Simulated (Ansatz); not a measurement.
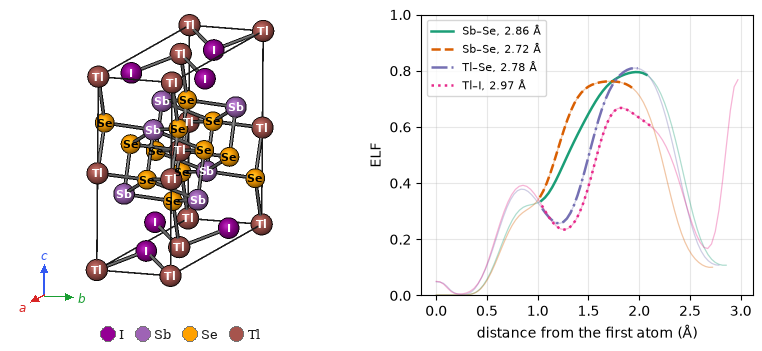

TlSbSe₂I. ELF along straight lines between neighbouring atoms. Thin, pale parts lie inside the atomic spheres. The structure is drawn too.

Space group C2/m; built by placing these elements on a known structure type; not relaxed (largest force 1.2 eV/Å).

Method: Ansatz, DFT, PAW plane waves, r2SCAN.

Core electrons are frozen (PAW), and the valence fields are smoothed inside the atomic spheres.

What can be read from the curves?

Sb–Se (2.86 Å): the ELF is about 0.60 at the midpoint.
Sb–Se (2.72 Å): the ELF is about 0.70 at the midpoint.
Tl–Se (2.78 Å): the ELF is about 0.35 at the midpoint.
Tl–I (2.97 Å): the ELF is about 0.35 at the midpoint and 0.25 at its lowest between the atoms.
